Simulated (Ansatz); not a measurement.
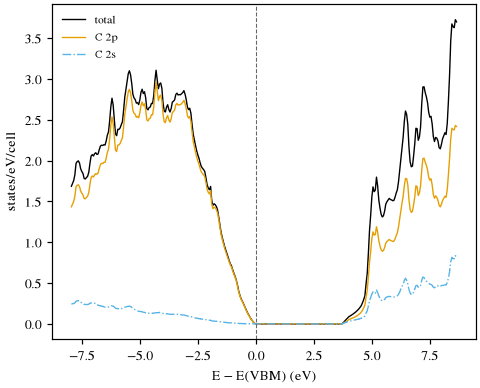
*Total and projected density of states of C in space group C2/m (No. 12; C on 4i, C on 4i, C on 4i, C on 4i), r²SCAN in the plane-wave PAW code Ansatz*

Problem. Which orbitals carry the states next to the gap?

Solution. Top 1 eV of the valence band: C 2p 98 %. Bottom 1 eV of the conduction band: C 2p 63 %, C 2s 33 %. Projections are on Löwdin-orthogonalised atomic valence shells; empty p or d shells of many metals are not among them.

Problem. Where is the tallest occupied peak in this window, and what makes it?

Solution. Near -4.3 eV, about 3.1 states/eV per cell; the largest projected share is C 2p.

The start of the workflow was typed in or built on a structure type; the Crystallography Open Database copy checked does not list it. It is not the phase usual at ambient conditions (space group No. 194, 227). Symmetry was held in the r²SCAN relaxation; whether a distortion lowers the energy is not shown.

Potentials: the later of the program's two PAW sets.
